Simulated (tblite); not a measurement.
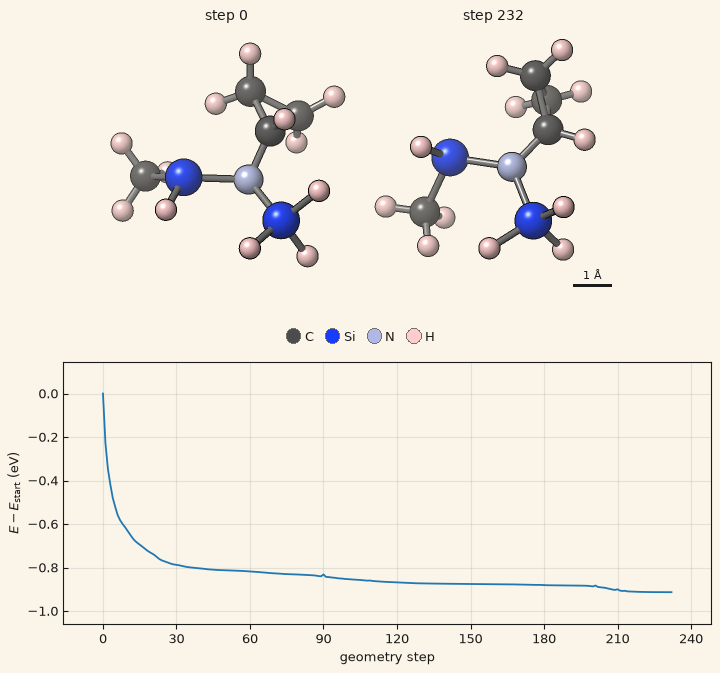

First and last geometry of a relaxation of C4H12NSi2 (multiplicity 2), with the history of the run. Style: ball-and-stick. Shown at a tilt.

Computed with GFN2-xTB geometry optimisation, gas phase in tblite 0.8.0. 

Q: Read the history and describe the run.

A: It converged. The energy falls by 0.913 eV in 232 geometry steps. An H atom moves most after the best rigid fit: 2.69 Å. By element the largest moves are H 2.69 Å, C 1.02 Å, Si 0.76 Å, N 0.42 Å. Among the contacts that change: C–Si 1.845 → 1.899 Å, C–H 1.122 → 1.079 Å, N–Si 1.768 → 1.734 Å, C–C 1.532 → 1.498 Å. Bond angles that change, for instance: N–C–C 111.3° → 121.4°, Si–N–Si 114.0° → 123.4°, Si–N–C 110.7° → 120.0°. Groups turn about C–Si by about 70°.
